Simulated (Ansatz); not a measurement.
# Fields on a plane of Ba2N (space group R-3m)

```
CELL_PARAMETERS angstrom
      1.96209     1.13281     7.48910
     -1.96209     1.13281     7.48910
      0.00000    -2.26563     7.48910
ATOMIC_POSITIONS crystal
  Ba 0.73246 0.73246 0.73246
  Ba 0.26754 0.26754 0.26754
  N  0.00000 0.00000 0.00000
```

The slice is a (1 -1 0 2) plane (indices of the conventional cell) through the point (0.733, 0.733, 0.733) (fractional), spanned by u = [1 0 -1] and v = [010] in vectors of this cell: u (3.92 Å) and v (7.82 Å, at 90° to u). It covers one period; positions are fractions (u, v).

Atoms on it: Ba at (0.00, 0.00); Ba at (0.50, 0.60), 0.2 Å off the plane. Other atoms lie within 1 Å of the plane.

These are PBEsol (plane waves to 420 eV, PAW, scalar-relativistic; Ansatz, a first-principles code) values and carry that method's errors. k mesh 14×14×14. These are valence fields of a PAW run, semicore shells included where kept as valence: close to a nucleus they are smooth pseudo fields. Ba2N was relaxed with its symmetry unable to fall.

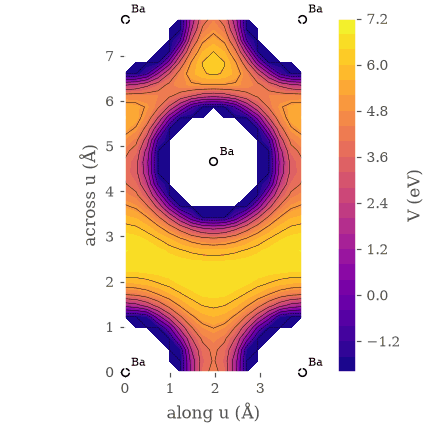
Electrostatic potential energy of an electron, from the cell's mean, in eV, one period of the plane, atoms marked. Points within 1 Å of a nucleus are left white, as the pseudised field means little there. Values under -2 eV are set to -2. The zero, the cell's mean, hangs on the PAW cores.

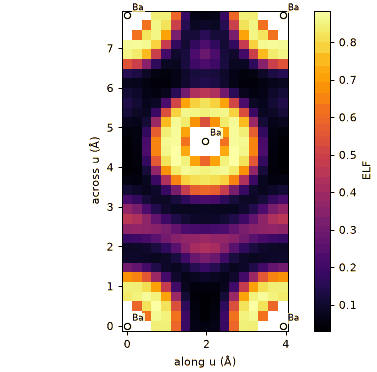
*Electron localisation function (ELF), one period of the plane, atoms marked. Points within 0.5 Å of a nucleus are left white, as the pseudised field means little there.*
